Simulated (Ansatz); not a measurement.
CH4CuFNSi (SMILES C/[Si](F)=[NH+]/[Cu]) (charge +1)

The calculation's input:

```
crystal:
  periodic: [false, false, false]
  atoms:
    - symbol: C
      position_ang: [1.353322, -1.315885, 0.047034]
    - symbol: Cu
      position_ang: [-0.108316, 3.153622, 0.847636]
    - symbol: F
      position_ang: [1.011994, 0.426204, 2.334246]
    - symbol: "N"
      position_ang: [0.317071, 1.651530, 0.009838]
    - symbol: Si
      position_ang: [0.869945, 0.311398, 0.759412]
    - symbol: H
      position_ang: [0.737632, -2.109401, 0.486625]
    - symbol: H
      position_ang: [1.227230, -1.319707, -1.039348]
    - symbol: H
      position_ang: [2.400395, -1.530040, 0.291528]
    - symbol: H
      position_ang: [0.207419, 1.629751, -1.004068]
basis:
  gaussian: {orbitals: def2-TZVPD}
total_charge: 1
hamiltonian: {xc: pbe0}
output: {forces: true, orbitals: {seedname: orbitals}}
```

Run with:

```sh
ansatz run input.yaml --threads 2 --pin off --max-ram 4350MiB --events-out events.jsonl --progress --plain --runs-dir runs
```

Geometry: B3LYP/6-31G*.

The calculation used isolated molecule in a Gaussian basis; Kohn-Sham density functional theory, functional PBE0 in Ansatz 0.2.0.

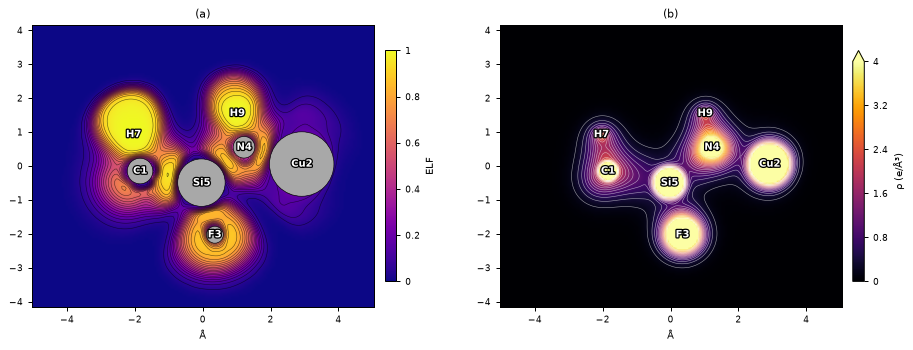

Figure 1. (a) ELF; (b) electron density on the plane of atoms Cu2, N4 and H9. Grey discs cover the atomic cores in the ELF map.

Q: Interpret the plot.

A: The section cuts through C, Cu, F, N, Si and H sites.
Si–F (1.59 Å): ρ is about 1.2 e/Å³ halfway; the ELF peaks at about 0.85 in the valence shell of F, 0.7 Å from its nucleus, and is about 0.45 at the midpoint.
Si–N (1.63 Å): ρ at the midpoint is about 1.3 e/Å³; the ELF peaks at about 0.90 between the atoms (a polar covalent bond).
Cu–N (1.77 Å): the density is about 0.99 e/Å³ at the midpoint; the ELF peaks at about 0.85 in the valence shell of N, 0.6 Å from its nucleus, and is about 0.25 at the midpoint.
C–Si (1.84 Å): ρ is about 1 e/Å³ halfway; the ELF peaks at about 0.95 between the atoms; localised, covalent bonding.
N–H (1.02 Å): the density is about 2.8 e/Å³ at the midpoint; the ELF climbs to about 1 towards the hydrogen, as it does in any bond to H (an ordinary covalent bond to hydrogen).
The ELF also peaks beside F3, away from the bonds: lone-pair regions.

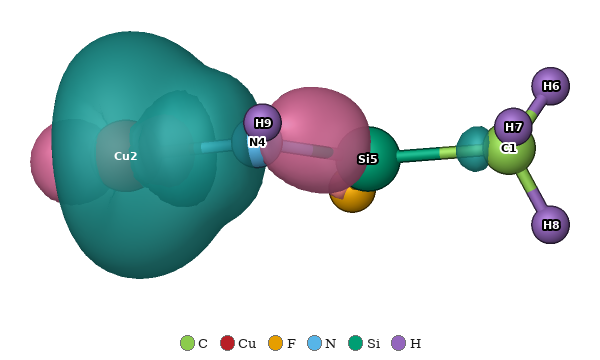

Figure 2. The HOMO at ±0.1 Å⁻³ᐟ² (teal and pink are the two phases), seen from one side.

Q: What is the character of this orbital?

A: By Hirshfeld shares it lies mainly on Cu2 (about 85 %) and N4 (about 10 %). Its energy is −12.21 eV.

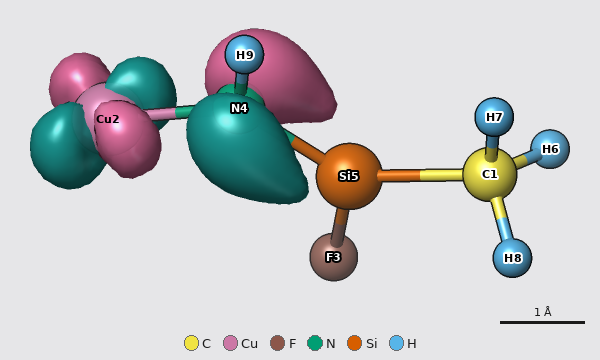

Figure 3. The HOMO−1 at ±0.2 Å⁻³ᐟ² (teal and pink are the two phases), seen at an oblique angle.

Q: What is the character of this orbital?

A: By Hirshfeld shares it lies mainly on Cu2 (about 60 %), N4 (about 25 %) and Si5 (about 10 %). Its energy is −12.36 eV.
